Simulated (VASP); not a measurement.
Band structure of La$_{2}$O$_{3}$ (a-type). Computed with AM05 GGA, VASP's PBE PAW potentials (set 64) (plane waves; VASP).

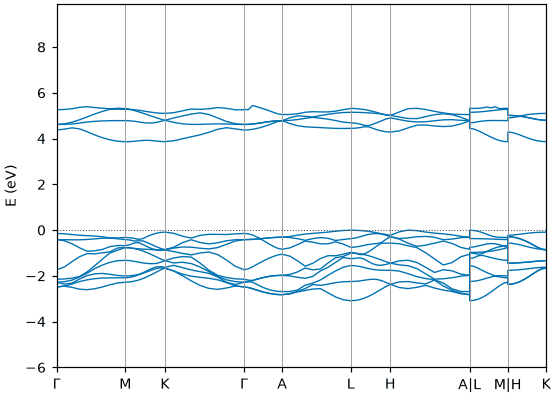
*Bands along high-symmetry lines, zero at the valence-band maximum or, without a gap, the Fermi level*

Q: Read the plot: is there a gap, and where are the band edges?

A: The gap is indirect, 3.86 eV, from the valence maximum at H-A at 0.22 to the conduction minimum at M. (Edges off the drawn lines would not show.)

The compound is La2O3 in the a-type structure. It was relaxed first.
